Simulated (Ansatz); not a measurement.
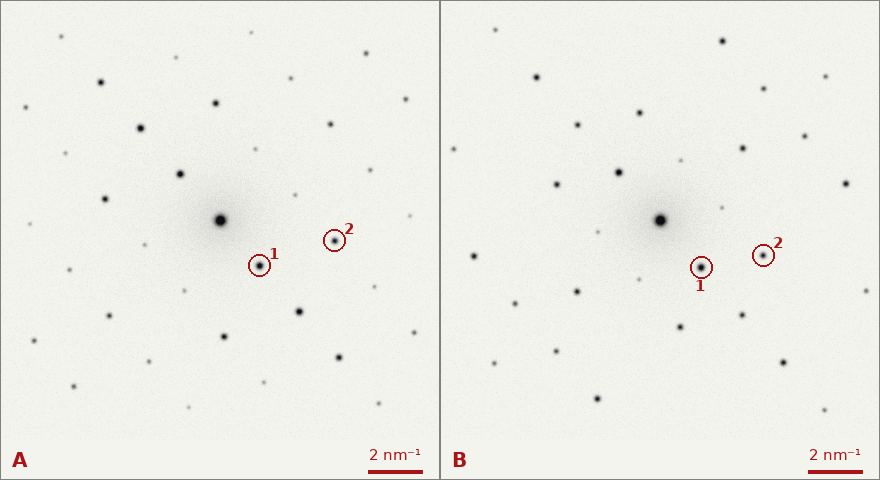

Kinematic electron diffraction patterns (200 kV, B = 0.5 Å², same scale) along [111] of the run's own cell, for the start and the end of one relaxation of KSc2 with DFT PBE, scalar-relativistic, plane waves, PAW in Ansatz. k mesh 6×6×10. The start is a generated model structure, and the relaxation ends in the nearest stationary point of its symmetry, not necessarily the ground state. Spot 1 is -1 1 0 and spot 2 is -2 1 1 in both.

Start structure:

```
CELL_PARAMETERS angstrom
6.28627 0.00000 0.00000
0.00000 6.28627 0.00000
0.00000 0.00000 4.04899
ATOMIC_POSITIONS crystal
K 0.00000 0.00000 0.00000
K 0.50000 0.50000 0.50000
Sc 0.30600 0.30600 0.00000
Sc 0.19400 0.80600 0.50000
Sc 0.69400 0.69400 0.00000
Sc 0.80600 0.19400 0.50000
```

### Which pattern belongs to the start structure, and which to the relaxed one?

A is the start: its cell gives d(1) = 4.445 Å, d(2) = 2.309 Å and an angle of 38.8°. B is the relaxed structure, with d(1) = 4.289 Å (-3.5 %), d(2) = 2.472 Å (+7.1 %) and 30.2°.

### Name reflections whose intensity changes strongly on relaxation.

0 2 -2, 2 -3 1 fade out of sight; 2 -2 0 goes from 99 to 27 % of the strongest spot; 1 1 -2 goes from 21 to 38 % of the strongest spot.

### What did the relaxation do to the structure and the energy?

The volume changed by +38.2 % to 36.85 Å³ an atom; with the mean shift removed, the atoms moved by up to 0.25 Å relative to the cell (Sc most); the space group stayed P4_2/mnm (No. 136); the free energy fell by 300 meV an atom. Relaxed cell: a = 6.065 Å, b = 6.065 Å, c = 6.010 Å, α = 90.00°, β = 90.00°, γ = 90.00°.
